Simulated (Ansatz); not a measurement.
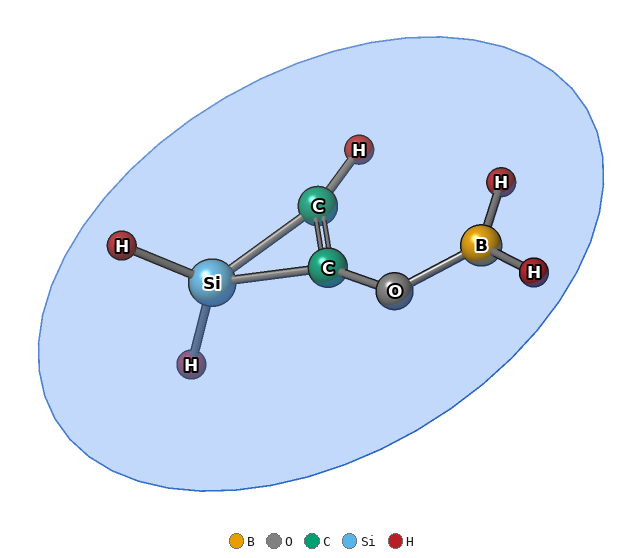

All proper rotation axes (lines) and mirror planes (discs) of the structure are drawn in. Distant atoms are faded towards the background colour. The computed geometry is a stationary point of PBE0-D4/def2-TZVP, a saddle point of order 1.

### Name the symmetry elements and the point group.

It has 1 mirror plane. Point group Cs. The group has 2 operations. The geometry is achiral, and symmetry allows a dipole moment.
